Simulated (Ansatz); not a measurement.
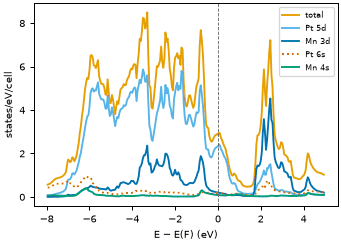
Figure: Total and projected density of states of MnPt3 (Cu3Au type, Pm-3m), plane-wave PAW r²SCAN (Ansatz code)

Which orbitals carry the states next to the Fermi level?

Within 0.5 eV of the Fermi level: Pt 5d 77 %, Mn 3d 8 %, Pt 6s 6 %. Projections are on Löwdin-orthogonalised atomic valence shells; empty p or d shells of many metals are not among them.

Where is the tallest occupied peak in this window, and what makes it?

Near -3.3 eV, about 8.5 states/eV per cell; the largest projected share is Pt 5d.

The workflow started from an entry of the Crystallography Open Database (COD). Whether it is the stable phase at ambient conditions was not checked. Symmetry was held in the r²SCAN relaxation; whether a distortion lowers the energy is not shown. Spin order of the final state: ferromagnetic, the only order run, not a proven ground state. Other orbital occupations within this spin state were not tried. Spin–orbit coupling is left out wherever it is not named.

Potentials: the later of the program's two PAW sets.
